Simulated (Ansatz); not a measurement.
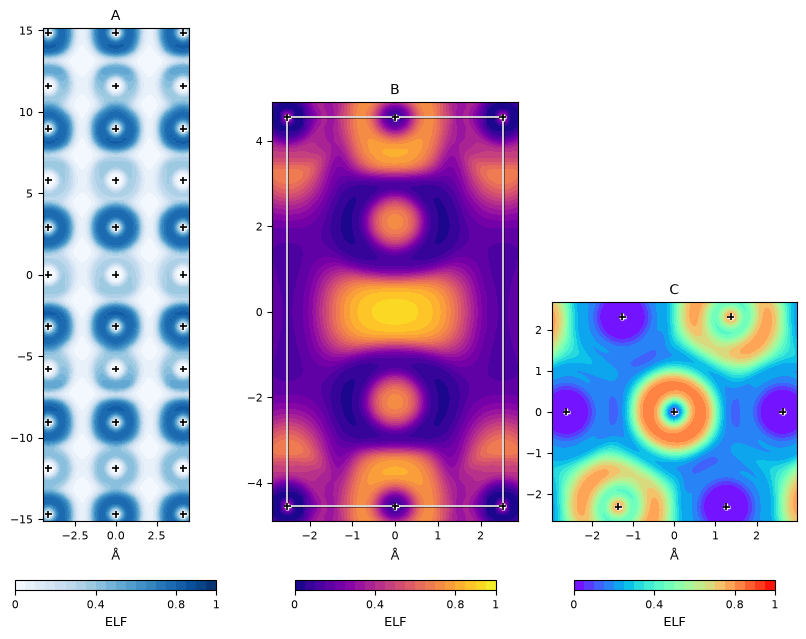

The electron localisation function of 3 systems, each on a plane through atoms (crosses mark nuclei in the plane).

All numbers below come from DFT PBE, scalar-relativistic, plane waves, PAW (Ansatz).

System 1: Zn$_{2}$SiN, the (111) plane of the conventional cell. Space group P4/mmm; a structure generated by program, which may or may not match a known phase; computed without spin polarisation.

```cif
data_structure
_symmetry_space_group_name_H-M 'P 1'
_symmetry_Int_Tables_number 1
_cell_length_a 3.8007
_cell_length_b 3.8007
_cell_length_c 3.6481
_cell_angle_alpha 90.000
_cell_angle_beta 90.000
_cell_angle_gamma 90.000
_cell_volume 52.70
loop_
_atom_site_label
_atom_site_type_symbol
_atom_site_fract_x
_atom_site_fract_y
_atom_site_fract_z
_atom_site_occupancy
Zn1 Zn 0.00000 0.50000 0.50000 1
Zn2 Zn 0.50000 0.00000 0.50000 1
Si1 Si 0.50000 0.50000 0.00000 1
N1 N 0.00000 0.00000 0.00000 1
```

System 2: Sn$_{2}$Ge$_{3}$Se$_{5}$, the (100) plane of the conventional cell. Space group I4/mmm; a structure generated by program, which may or may not match a known phase.

System 3: Sc$_{4}$GeSe, the (110) plane of the conventional cell. Space group P4/m; a structure generated by program, which may or may not match a known phase.

```yaml
crystal:
  lattice:
    - [6.43135, 0.00000, 0.00000]
    - [0.00000, 6.43135, 0.00000]
    - [0.00000, 0.00000, 5.03526]
  atoms:
    - { symbol: Sc, position: [0.34640, 0.80983, 0.50000] }
    - { symbol: Sc, position: [0.65360, 0.19017, 0.50000] }
    - { symbol: Sc, position: [0.19017, 0.34640, 0.50000] }
    - { symbol: Sc, position: [0.80983, 0.65360, 0.50000] }
    - { symbol: Ge, position: [0.00000, 0.00000, 0.00000] }
    - { symbol: Se, position: [0.00000, 0.00000, 0.50000] }
```

**Match each panel to its system.**

Panel A is system 2, Sn$_{2}$Ge$_{3}$Se$_{5}$: the plane holds Sn, Ge and Se. Ge–Se (2.62 Å): the ELF is about 0.65 at the midpoint. Panel B is system 3, Sc$_{4}$GeSe: the plane holds Ge and Se. Ge–Se (2.52 Å): the ELF is about 0.45 at the midpoint and 0.30 at its lowest between the atoms. Panel C is system 1, Zn$_{2}$SiN: the plane holds Zn, Si and N. Zn–Si (2.63 Å): the ELF peaks at about 0.75 in the valence shell of Si, 0.9 Å from its nucleus, and is about 0.45 at the midpoint.
